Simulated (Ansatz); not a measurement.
C$_{2}$H$_{7}$BOSi: several calculations on one system

**1. Relaxation**

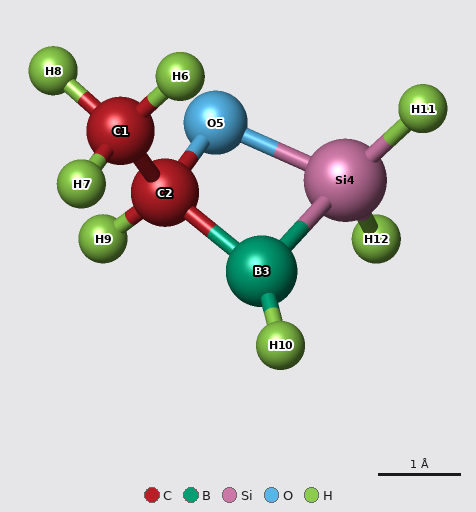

C$_{2}$H$_{7}$BOSi, before the relaxation. A ball-and-stick model, seen at a tilt.

The run prepares an end point of a later path (torsion) calculation, from a guessed geometry.

Theory: RKS B3LYP-D4/STO-3G (Ansatz 0.2.0).

The input:
```yaml
crystal:
  periodic: [false, false, false]
  atoms:
    - { symbol: C, position_ang: [-1.4045, 0.7367, -0.1953] }
    - { symbol: C, position_ang: [-0.2363, -0.0284, -0.6484] }
    - { symbol: B, position_ang: [0.086, -1.2133, 0.3772] }
    - { symbol: Si, position_ang: [1.8241, -0.2154, 0.4952] }
    - { symbol: O, position_ang: [0.9311, 0.7633, -0.6304] }
    - { symbol: H, position_ang: [-1.2963, 1.228, 0.8043] }
    - { symbol: H, position_ang: [-2.3282, 0.1354, -0.1886] }
    - { symbol: H, position_ang: [-1.5881, 1.6294, -0.9298] }
    - { symbol: H, position_ang: [-0.3836, -0.4178, -1.6278] }
    - { symbol: H, position_ang: [-0.376, -2.1917, 0.851] }
    - { symbol: H, position_ang: [1.9359, 0.4315, 1.8206] }
    - { symbol: H, position_ang: [2.9127, -0.913, -0.0939] }
basis:
  gaussian: { orbitals: STO-3G }
hamiltonian:
  xc: b3lyp
  dispersion: d4
relax:
  f_tol: 0.015
  max_steps: 40
```

Launched with:
```bash
ansatz run input.yaml --threads 1 --pin off --max-ram 2048MiB --backend cpu --events-out ev --progress --plain --runs-dir out
```

**Predict the outcome.**

The energy falls by 38.4 kcal/mol in 23 accepted moves (25 points after the start). The largest force component goes from 4.4 to 0.0082 eV/Å. The line search rejected the trial steps at points 20, 24 of the run. The forces were under the threshold at step 21, but the run went on from there. H10 moves most after the best rigid fit: 1.22 Å. By element the largest moves are H 1.22 Å, O 1.10 Å, C 0.48 Å, Si 0.42 Å, B 0.37 Å. Near-neighbour distances that change, for instance: B3–O5 2.374 → 1.643 Å, C2–O5 1.411 → 1.535 Å, B3–Si4 2.008 → 1.901 Å, Si4–O5 1.738 → 1.841 Å. Among the angles between lasting bonds that change: B3–C2–O5 103.9° → 64.0°, B3–Si4–O5 78.3° → 52.1°, C1–C2–B3 110.4° → 131.1°. The run took 2.7 min on 1 thread of Intel(R) Xeon(R) Processor @ 2.50GHz (Skylake/Cascade Lake), with other jobs on the host, peak memory 0.15 GiB.

Final geometry:

```xyz
12

C    -1.2571    0.9631   -0.0535
C    -0.6027   -0.3318   -0.5905
B     0.2588   -1.4218    0.1254
Si    1.5579   -0.2239    0.8251
O     0.9022   -0.3050   -0.8937
H    -0.8739    1.2558    0.9337
H    -2.3390    0.7795    0.0409
H    -1.1151    1.8044   -0.7521
H    -1.0956   -0.6525   -1.5278
H     0.2977   -2.5656   -0.0904
H     1.3690    1.1115    1.3515
H     2.9746   -0.4690    0.6653
```

After the run, drawn alike:

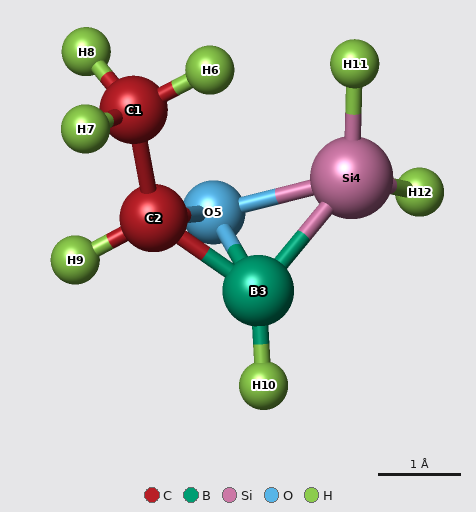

Limits of the set-up: STO-3G is a minimal basis, so the numbers are rough.

**2. Relaxation**

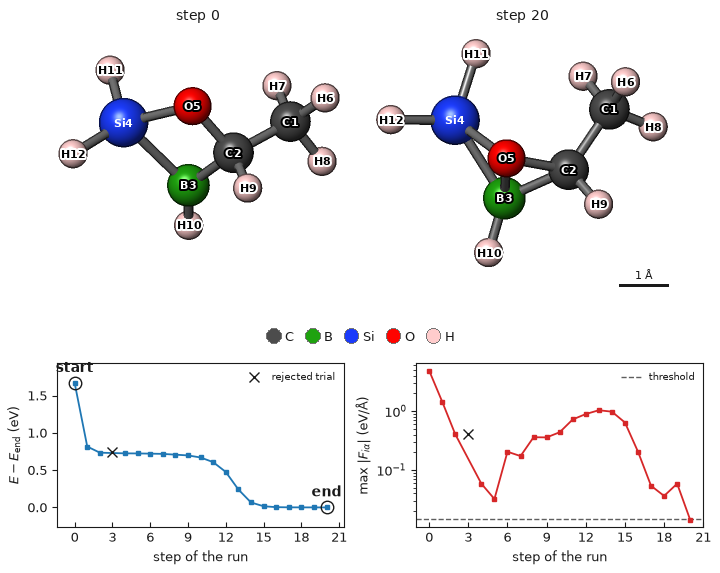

First and last geometry of a relaxation of C$_{2}$H$_{7}$BOSi, with the history of the run. A ball-and-stick model, seen at a tilt.

The run prepares an end point of a later path (torsion) calculation, from a guessed geometry.

Theory: Ansatz 0.2.0, RKS B3LYP-D4/STO-3G.

The input:
```yaml
crystal:
  periodic: [false, false, false]
  atoms:
    - { symbol: C, position_ang: [-1.4045, 0.7367, -0.1953] }
    - { symbol: C, position_ang: [-0.2363, -0.0284, -0.6484] }
    - { symbol: B, position_ang: [-0.51169, -0.6646, -2.09032] }
    - { symbol: Si, position_ang: [-0.18072, -2.35555, -1.05986] }
    - { symbol: O, position_ang: [-0.00688, -1.14795, 0.17859] }
    - { symbol: H, position_ang: [-1.2963, 1.228, 0.8043] }
    - { symbol: H, position_ang: [-2.3282, 0.1354, -0.1886] }
    - { symbol: H, position_ang: [-1.5881, 1.6294, -0.9298] }
    - { symbol: H, position_ang: [0.6384, 0.57728, -0.67314] }
    - { symbol: H, position_ang: [-0.76076, -0.37532, -3.20812] }
    - { symbol: H, position_ang: [-1.44634, -3.10847, -0.92207] }
    - { symbol: H, position_ang: [1.03921, -2.99521, -1.4082] }
basis:
  gaussian: { orbitals: STO-3G }
hamiltonian:
  xc: b3lyp
  dispersion: d4
relax:
  f_tol: 0.015
  max_steps: 40
```

Run as
```bash
ansatz run input.yaml --threads 1 --pin off --max-ram 2048MiB --backend cpu --events-out ev --progress --plain --runs-dir out
```

Did the run converge, and what did it change?

It converged. The energy falls by 1.668 eV in 19 accepted moves (20 points after the start). The largest force component goes from 4.9 to 0.014 eV/Å. The line search rejected the trial step at point 3 of the run. The atom that moves furthest after the best rigid fit is H10 (1.26 Å). By element the largest moves are H 1.26 Å, O 1.09 Å, C 0.50 Å, Si 0.43 Å, B 0.40 Å. Some distances before and after: B3–O5 2.374 → 1.644 Å, C2–O5 1.411 → 1.535 Å, B3–Si4 2.008 → 1.900 Å, Si4–O5 1.738 → 1.841 Å. Bond angles that change, for instance: B3–C2–O5 103.9° → 64.1°, B3–Si4–O5 78.3° → 52.1°, C1–C2–B3 110.4° → 131.1°. Cost: 2.1 min on 1 thread of Intel(R) Xeon(R) Processor @ 2.50GHz (Skylake/Cascade Lake), on a shared host, peak memory 0.16 GiB.

Limits of the set-up: STO-3G is a minimal basis, so the numbers are rough.

**3. Path**

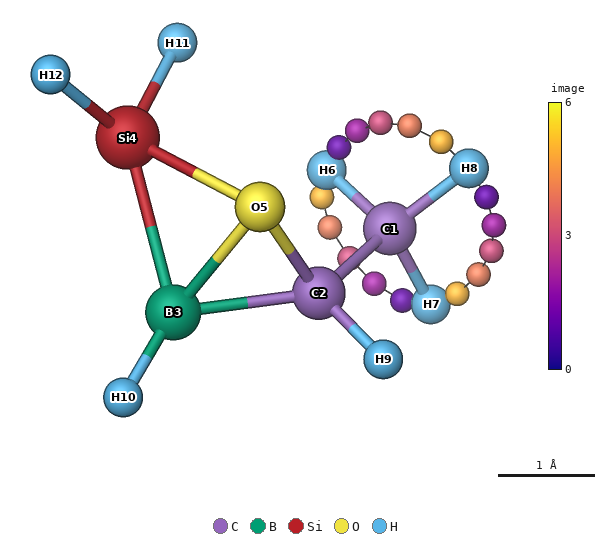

A nudged-elastic-band calculation for C$_{2}$H$_{7}$BOSi. Images are numbered from 0 (start) to 6 (end). The start is drawn whole; smaller spheres mark the moving atoms (H) in the later images, joined by lines and coloured by the number of the image. A ball-and-stick model, seen at a tilt.

All numbers below come from RKS B3LYP-D4/STO-3G in Ansatz 0.2.0. Settings: 5 movable images; climbing image; force threshold 0.05 eV/Å; iteration limit 49; starting path by image-dependent pair potential.

**What moves, how far, and at what cost in energy?**

The motion is a rotation about the C1–C2 bond by about 120°. No bond forms or breaks between the ends. Bond angles that change up to the highest image, for instance: C2–C1–H7 107.8° → 110.7°. The barrier is about 0.066 eV in both directions, with image 3 at the top; the ends have the same energy. The band converged in 4 iterations. The largest component of the band force went from 0.73 to 0.029 eV/Å. The climbing image converged on the top of the path. Its vibrational analysis gives one imaginary mode (170i cm⁻¹), as a transition state must have.

Limits of the set-up: STO-3G is a minimal basis, so the numbers are rough.
